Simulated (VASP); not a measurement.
Given:

```yaml
crystal:
  lattice:
    - [1.58304, -2.74191, 0.00000]
    - [1.58304, 2.74191, 0.00000]
    - [0.00000, 0.00000, 3.55639]
  atoms:
    - { symbol: Zr, position: [0.00000, 0.00000, 0.00000] }
    - { symbol: B, position: [0.33333, 0.66667, 0.50000] }
    - { symbol: B, position: [0.66667, 0.33333, 0.50000] }
```

The numbers are results of r2SCAN meta-GGA, VASP's PBE PAW potentials (set 64) (plane waves; VASP), not measurements. Numerical set-up: 520 eV cut-off, 12×12×10 Γ-centred mesh, tetrahedra with Blöchl corrections, potentials Zr_sv B.

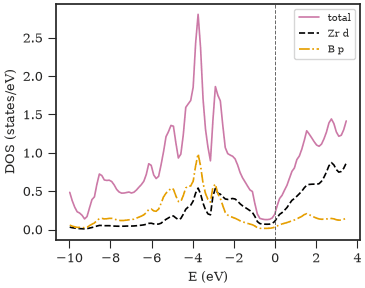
Fig. 1. Total and projected density of states, zero at the Fermi level

Within 2 eV below the Fermi level the largest weight inside VASP's projection spheres is Zr d, then B p.

It has no gap at this level: it comes out as a metal or semimetal.

The compound is ZrB2 in the AlB2 type structure. It was relaxed first.
